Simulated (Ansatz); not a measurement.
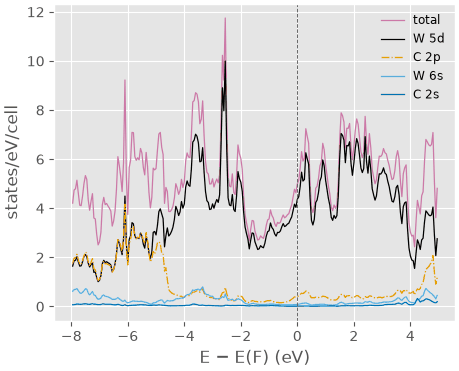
Figure. Total and projected density of states of W$_{2}$C in space group P-31m (No. 162; W on 6k, C on 1a, C on 2d), DFT-PBEsol in the program Ansatz with PAW potentials

Task: Which orbitals carry the states next to the Fermi level?

Result: Within 0.5 eV of the Fermi level: W 5d 88 %, C 2p 8 %. Projections are on Löwdin-orthogonalised atomic valence shells; empty p or d shells of many metals are not among them.

Task: Where is the tallest occupied peak in this window, and what makes it?

Result: Near -2.5 eV, about 12 states/eV per cell; the largest projected share is W 5d.

The first step of the workflow began from a Materials Project structure, measured or hypothetical; the Crystallography Open Database copy checked does not list it. Whether it is the stable phase at ambient conditions was not checked. The PBEsol relaxation kept the symmetry of its start; of distortions, only those at the zone centre were tested. No spin polarisation was allowed. Spin–orbit coupling is left out wherever it is not named.

Potentials: the later of the program's two PAW sets.
